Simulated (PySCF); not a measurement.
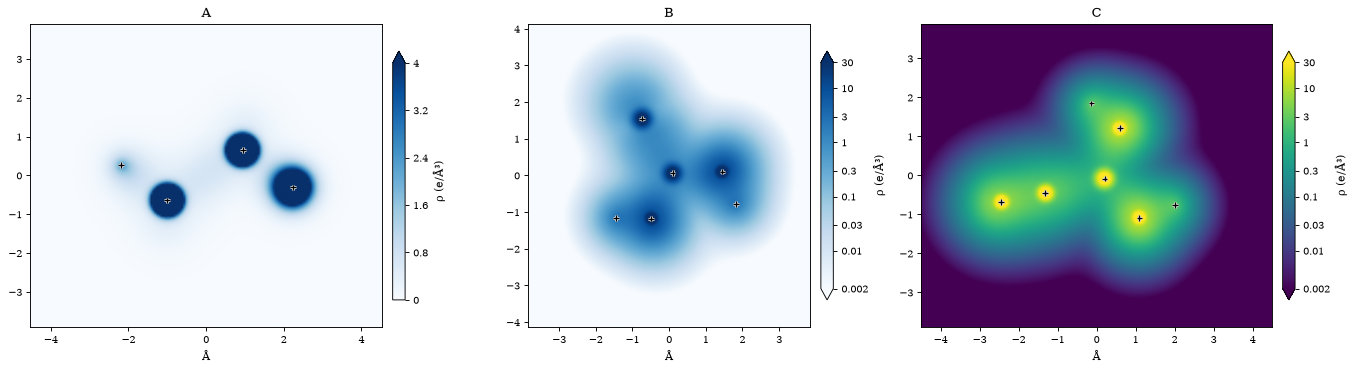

The electron density of 3 systems, each on a plane through atoms (crosses mark nuclei in the plane).

These are results of PBE0/pcSseg-2, SCF density, gas phase, non-relativistic (PySCF 2.14.0), not measurements.

System 1: CH₂BNO₂ (SMILES N#CB(O)O), the molecular plane. Geometry: PBE0-D3(BJ)/def2-SVP.

```xyz
7

O    -0.6342    1.1836    0.1099
B    -0.1947   -0.0890   -0.0274
O    -1.0492   -1.1178   -0.1591
C     1.3370   -0.4029   -0.0360
N     2.4809   -0.5856   -0.0356
H     0.0667    1.8371    0.1963
H    -1.9701   -0.8314   -0.1429
```

System 2: F₂H₄Si₂, the plane of atoms Si2, Si1 and F4. Geometry: PBE0-D3(BJ)/def2-SVP.

```yaml
atoms:
  - { symbol: Si, position_ang: [0.0242, -1.0792, -0.4339] }
  - { symbol: Si, position_ang: [-0.0784, 1.0894, 0.4322] }
  - { symbol: F, position_ang: [1.1955, -1.8826, 0.3431] }
  - { symbol: F, position_ang: [0.4575, -1.0177, -1.9928] }
  - { symbol: H, position_ang: [-1.2201, -1.8875, -0.3464] }
  - { symbol: H, position_ang: [1.2801, 1.7059, 0.3808] }
  - { symbol: H, position_ang: [-1.0374, 1.9052, -0.3714] }
  - { symbol: H, position_ang: [-0.5478, 1.0236, 1.8493] }
```

System 3: B₂H₄O₂ (SMILES BB(O)O), the plane of atoms O1, B2 and B4. Geometry: PBE0-D3(BJ)/def2-SVP.

```yaml
atoms:
  - { symbol: O, position_ang: [-1.0620, -1.2028, -0.5589] }
  - { symbol: B, position_ang: [-0.4247, -0.1149, -0.0493] }
  - { symbol: O, position_ang: [-1.2097, 0.8577, 0.5132] }
  - { symbol: B, position_ang: [1.2772, -0.0726, -0.1640] }
  - { symbol: H, position_ang: [-2.0191, -1.1307, -0.4487] }
  - { symbol: H, position_ang: [-0.7225, 1.6100, 0.8583] }
  - { symbol: H, position_ang: [1.9929, -0.5405, 0.6943] }
  - { symbol: H, position_ang: [1.8484, 0.4333, -1.1053] }
```

Question: Which map belongs to which system?

Answer: Panel A is system 2, F₂H₄Si₂: the plane holds Si, F and H. Si–F (1.62 Å): the density is about 1.2 e/Å³ at the midpoint. Panel B is system 3, B₂H₄O₂: the plane holds O, B and H. B–O (1.36 Å): the density is about 2.2 e/Å³ at the midpoint. Panel C is system 1, CH₂BNO₂: the plane holds O, B, C, N and H. C–N (1.16 Å): the density is about 3.7 e/Å³ at the midpoint.
